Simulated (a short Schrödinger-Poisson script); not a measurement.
System: symmetric double-gate stack, Al2O3 on p-type Ge(100), at 300 K.

| layer | material | thickness (nm) | Na (cm⁻³) |
|---|---|---|---|
| 1 | Al2O3 | 3.5 | - |
| 2 | Ge | 3 | 1e15 |
| 3 | Al2O3 | 3.5 | - |

The device is made up for the run: typed textbook-type constants, with dimensions and the other settings drawn at random. Al2O3: permittivity 9, conduction-band edge (eV) 2.65, gap (eV) 6.8, electron mass (mₑ) 0.3. Ge: permittivity 16, conduction-band edge (eV) 0, gap (eV) 0.664, Nv at 300 K (cm⁻³) 6e18.

Channel valleys (confinement mass, in-plane density-of-states mass, number): L4 0.12, 0.295, 4. At the gates, both at one voltage, the conduction-band edge of layer 1 lies 2.82 eV − eVg above the Fermi level of the channel. Gaps are held at their typed values at every temperature. Mesh 0.03 nm at interfaces.

From a short Schrödinger-Poisson script (our own, NumPy): 1D Poisson equation in equilibrium, electrons quantum, Hartree (BenDaniel-Duke, 12 states a valley, the channel's in-plane mass for all, wave functions ending at the dielectric), parabolic valleys, classical holes, full ionisation, no traps, pinning or gate leakage.

Only gate voltages with over 1e8 electrons/cm² are shown.

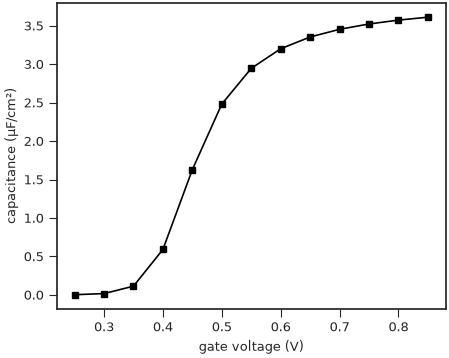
*Quasi-static capacitance against gate voltage*

```csv
Vg (V),electrons (cm⁻²),C (μF/cm²),L4 E0 (meV),L4 E1 (meV)
0.25,3.98e8,< 0.003,268.2,1312.2
0.3,2.74e9,0.0173,218.3,1262.2
0.35,1.85e10,0.114,168.9,1212.9
0.4,1.11e11,0.591,122.6,1166.5
0.45,4.47e11,1.63,86.1,1129.6
0.5,1.10e12,2.48,62.3,1105.1
0.55,1.95e12,2.95,46.5,1088.4
0.6,2.91e12,3.20,35.1,1076.0
0.65,3.94e12,3.35,26.3,1066.0
0.7,5.00e12,3.45,18.9,1057.6
0.75,6.09e12,3.52,12.7,1050.1
0.8,7.20e12,3.57,7.1,1043.4
0.85,8.32e12,3.61,2.1,1037.2
```

Subbands count from the Fermi level. The capacitance is that of both gates.

Only the L valleys are kept; under strong confinement the Δ valleys of Ge fill too.
